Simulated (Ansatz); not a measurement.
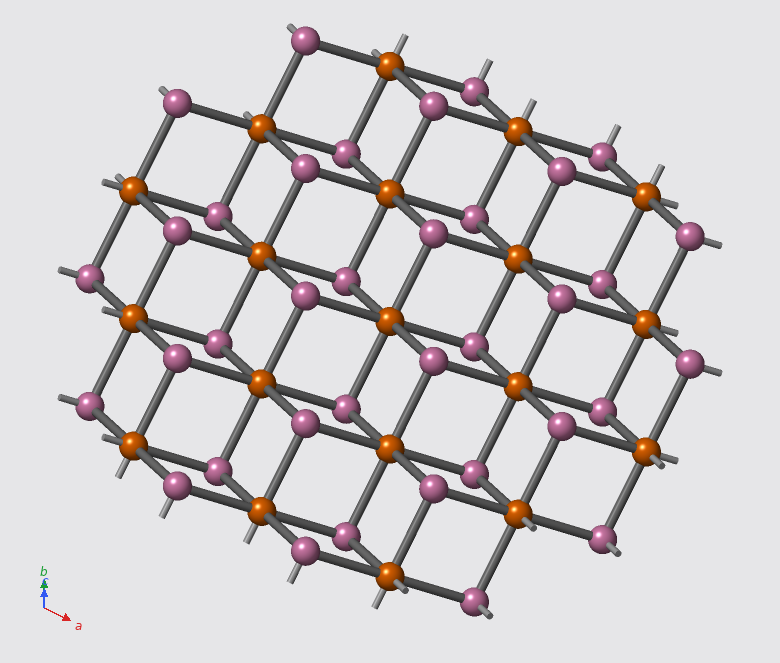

A cut-out of a periodic net derived from a crystal structure. Nodes are coloured by topological kind. One layer is drawn. Short stubs are edges that leave the cut-out.

**What net is this?**

A binodal (3,6)-connected, two-periodic (layers) net. It is the kgd net, known from the layers of CdI2 (1T type).

**Give point symbol and coordination sequence of each kind of node.**

3-connected node: 4^3, sequence 3, 12, 9, 24, 15, 36; 6-connected node: 4^6.6^6.8^3, sequence 6, 6, 18, 12, 30, 18.

Origin of the net. System LaTlO₂ (space group P-3m1, No. 164); source of the atomic positions: coordinates from a relaxation with DFT PBE, scalar-relativistic, plane waves, PAW in Ansatz; the starting structure was generated, so it need not be a known form of this composition. Bonds are taken as La–O below 2.8 Å; no other contact counts. Atoms with one bond or none are removed and atoms with two bonds are replaced by edges, until no such atom is left. O is a 3-connected node; La is a 6-connected node, in the ratio 2:1. Tl drops out.
